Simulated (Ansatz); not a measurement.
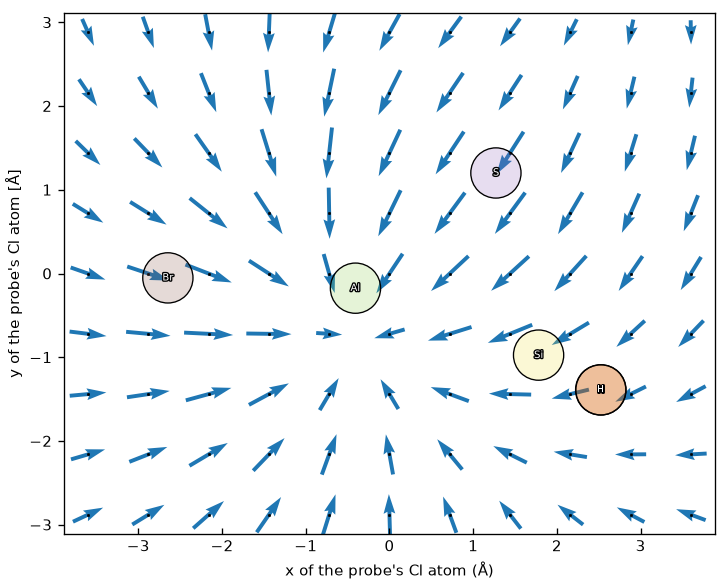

AlBrH₂SSi (SMILES [Br][Al]1[SiH2][S]1) with the probe Cl-. The probe is moved over a plane parallel to the molecule's main plane, 4.31 Å above it. First axis: x of the probe's Cl atom. Second axis: y of the probe's Cl atom. Nothing is relaxed (molecule and probe rigid). The grid has 11 × 9 points. Points are written as (first, second). The calculation used RHF/def2-SVPD in Ansatz 0.2.0.

The picture shows dots at the grid points, arrows along the force (downhill), their lengths compressed, labelled circles for the molecule's atoms, projected on the plane.

The arrows alone are given. Where is the energy lowest?

The arrows converge at about (−0.43 Å, −0.77 Å) (read from the interpolated surface).

The energy map of the same scan:

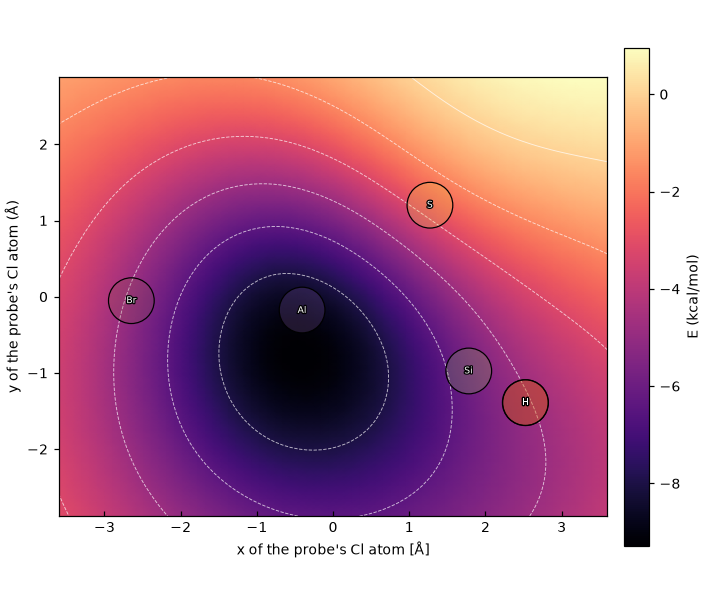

Energies are in kcal/mol, from molecule and probe far apart, each relaxed in its own basis (no counterpoise correction); between grid points the surface is interpolated.
